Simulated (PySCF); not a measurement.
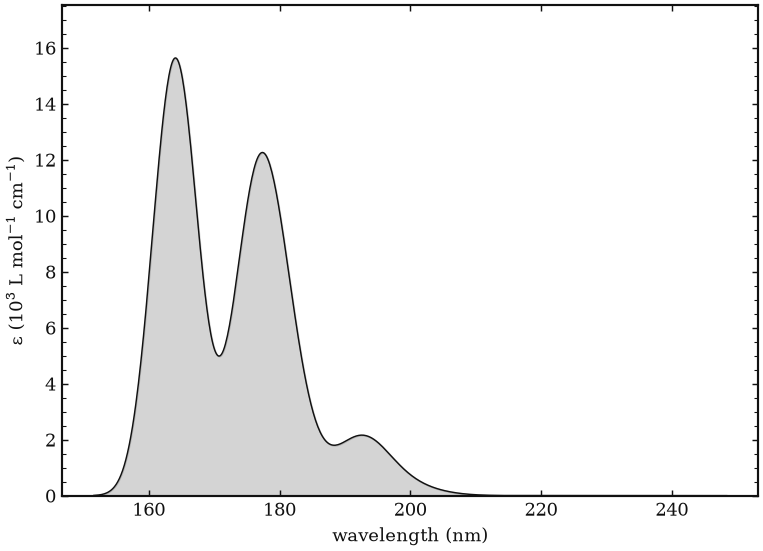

Computed absorption of C₄H₇P, SMILES C1=CCPC1. Vertical TDDFT excitations, CAM-B3LYP/def2-SVPD in PySCF, at a GFN2-xTB geometry (no frequency check), gas phase. Only the first 8 singlet excitations are included; each is broadened by a Gaussian of 1/e half-width 0.20 eV.

### Does any vertical transition fall in the visible?

No singlet lies below 3.1 eV (beyond 400 nm), so at this level no vertical transition falls in the visible.

### List the transitions behind the spectrum.

| state | E (eV) | λ (nm) | f | main character |
| --- | --- | --- | --- | --- |
| S1 | 6.19 | 200 | 0.003 | HOMO → LUMO+1 (91 %) |
| S2 | 6.44 | 193 | 0.026 | HOMO → LUMO (85 %) |
| S3 | 6.85 | 181 | 0.024 | HOMO−1 → LUMO (90 %) |
| S4 | 6.91 | 179 | 0.041 | HOMO−1 → LUMO+1 (75 %) |
| S5 | 7.04 | 176 | 0.107 | HOMO → LUMO+2 (59 %) |
| S6 | 7.51 | 165 | 0.083 | HOMO → LUMO+3 (31 %) |
| S7 | 7.54 | 164 | 0.076 | HOMO−1 → LUMO+2 (79 %) |
| S8 | 7.68 | 161 | 0.057 | HOMO−1 → LUMO+3 (37 %) |

Known limits of this run: the tight-binding geometry is rougher than a DFT one and adds to the error; core orbitals are frozen in the response.
